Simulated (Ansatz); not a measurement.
Bond stretch in BrBe (cation, charge +1), lowest singlet found (which spin is the ground state isn't settled by this scan).

Levels: RKS-PBE = restricted PBE/cc-pVDZ (Ansatz, an electronic-structure program); RKS-B3LYP = restricted B3LYP/cc-pVDZ in Ansatz; RCCSD(T) = CCSD(T) on RHF/cc-pVDZ, cores with 3d frozen (Ansatz); RKS-CAM-B3LYP = restricted CAM-B3LYP/cc-pVDZ (Ansatz); UKS-CAM-B3LYP = unrestricted CAM-B3LYP/cc-pVDZ (Ansatz); UKS-B3LYP = unrestricted B3LYP/cc-pVDZ (Ansatz); UKS-PBE = unrestricted PBE/cc-pVDZ run with Ansatz; RCCSDT(Q) = CCSDT(Q) on RHF/cc-pVDZ, cores with 3d frozen run with Ansatz; FCI = full CI/cc-pVDZ, cores with 3d frozen (Ansatz).

Cost and accuracy over the 14 points of the scan, with FCI as yardstick. Costs are rough ratios of core time within Ansatz on shared cores, each with its mean field (Kohn-Sham runs search longer for lower solutions than correlated ones do); the miss is the largest error against full CI of the curve after the mean shift, in kcal/mol.

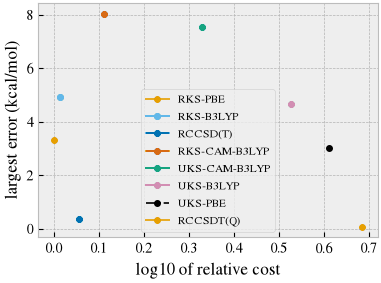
Figure. Miss against cost, one point a level.

| level | relative cost | largest error |
|---|---|---|
| RKS-PBE | 1 | 3.3 |
| RKS-B3LYP | 1 | 4.9 |
| RCCSD(T) | 1 | 0.3 |
| RKS-CAM-B3LYP | 1 | 8.0 |
| UKS-CAM-B3LYP | 2 | 7.5 |
| UKS-B3LYP | 3 | 4.7 |
| UKS-PBE | 4 | 3.0 |
| RCCSDT(Q) | 5 | 0.1 |

Costs within a factor of two of each other count as equal.

The scan ran from 1.55 to 7.40 Å; beyond the distances shown full CI changes its symmetry label. The restricted form behind RKS-PBE, RKS-B3LYP, RKS-CAM-B3LYP keeps the bonding electrons paired and can't separate into open-shell fragments. The unrestricted solution behind UKS-CAM-B3LYP, UKS-B3LYP changes between 2.73 and 2.90 Å, which can leave a kink. The unrestricted determinant behind UKS-CAM-B3LYP is spin-contaminated at 2.73 to 2.90 Å (<S²> up to 1.0, against 0.00 for a pure singlet). The unrestricted determinant behind UKS-B3LYP is spin-contaminated at 2.73 to 2.90 Å (<S²> up to 0.7, against 0.00 for a pure singlet). The unrestricted determinant behind UKS-PBE is spin-contaminated at 2.56 to 2.90 Å (<S²> up to 0.6, against 0.00 for a pure singlet).
